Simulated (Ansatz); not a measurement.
Take KF in the rock salt structure (space group Fm-3m, No. 225; a = 5.307 Å) as the base.

Now apply this change: an isotropic linear strain of +0.50 %, atoms relaxed at fixed cell.

Calculations: Ansatz (a quantum-chemistry and plane-wave program) PBEsol, without spin-orbit coupling.

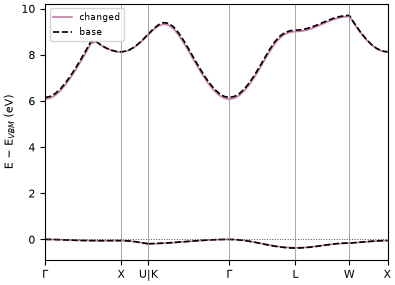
Fig. 1. Highest valence and lowest conduction band along the path, each from its own valence-band maximum

Question: Read the changed gap and its character from the plot.

Answer: About 6.1 eV, direct at Γ.

Whether these cells are dynamically stable was not tested.
